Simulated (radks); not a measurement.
System: atomic palladium (Pd), configuration [Kr] 4d10. Level of theory: scalar-relativistic Kohn-Sham, revPBE, spin-polarised, spherical densities, finite nucleus. Computed with the in-house radial solver radks.

Wanted: the number of electrons inside radius r (solid) and the radial density 4πr²ρ (dashed).

The count levels off at 46 electrons. Half of them lie within 0.417 bohr, 90 % within 1.58 bohr and 99 % within 3.28 bohr. The radial density has minima at 0.0444, 0.193 and 0.679 bohr, where the count stands at 2.0, 11.1 and 29.1; these part the shells that the density resolves.

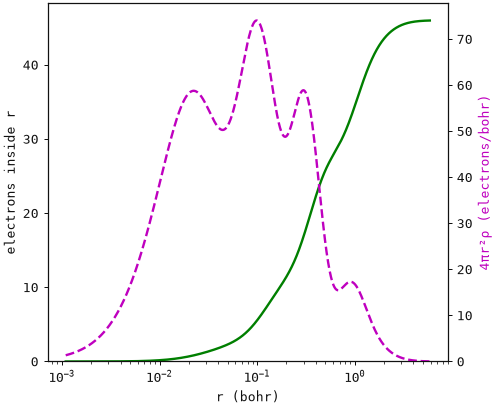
